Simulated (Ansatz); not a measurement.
Input

```
crystal:
  periodic: [false, false, false]
  atoms:
    - symbol: C
      position_ang: [-1.565247, -0.352202, -0.128693]
    - symbol: C
      position_ang: [-0.449231, 0.126161, -0.227365]
    - symbol: F
      position_ang: [2.350435, -0.165155, -0.312979]
    - symbol: Si
      position_ang: [1.153918, 0.888708, -0.593742]
    - symbol: H
      position_ang: [-2.538516, -0.775897, -0.009994]
    - symbol: H
      position_ang: [1.361607, 2.091035, 0.262455]
basis:
  gaussian:
    orbitals: def2-TZVPD
magnetization:
  spin_polarized: true
  initial_magnetization: 1
hamiltonian:
  xc: pbe0
output: {forces: true, orbitals: {seedname: orbitals}}
```

Command:

```sh
ansatz run input.yaml --threads 1 --pin off --max-ram 2610MiB --events-out events.jsonl --progress --plain --runs-dir runs
```

Geometry: B3LYP/6-31G*.

Method: Ansatz 0.2.0, isolated molecule in a Gaussian basis; Kohn-Sham density functional theory, functional PBE0.

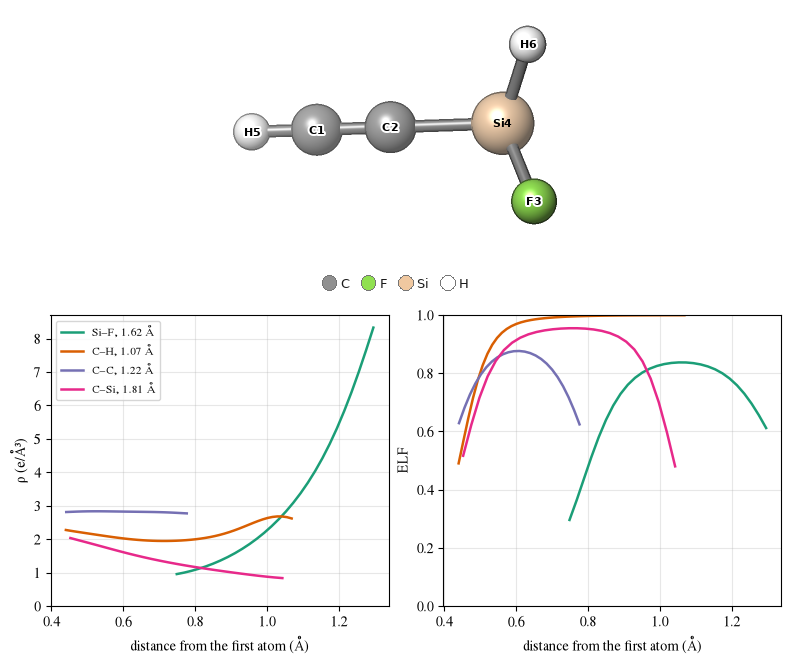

C$_{2}$H$_{2}$FSi (SMILES C#C[SiH]F) (doublet). Total electron density and electron localisation function along straight lines between neighbouring atoms. The curves leave out the atomic cores. The structure is drawn too.

### What can be read from the curves?

Si–F (1.62 Å): ρ at the midpoint is about 1.1 e/Å³; the ELF peaks at about 0.85 in the valence shell of F, 0.6 Å from its nucleus, and is about 0.50 at the midpoint.
C–H (1.07 Å): the density is about 2.1 e/Å³ at the midpoint; the ELF climbs to about 1 towards the hydrogen, as it does in any bond to H (a covalent bond by its length).
C–C (1.22 Å): the density is about 2.8 e/Å³ at the midpoint; the ELF peaks at about 0.90 between the atoms: a multiple bond.
C–Si (1.81 Å): ρ at the midpoint is about 1 e/Å³; the ELF peaks at about 0.95 between the atoms; a shared electron pair.
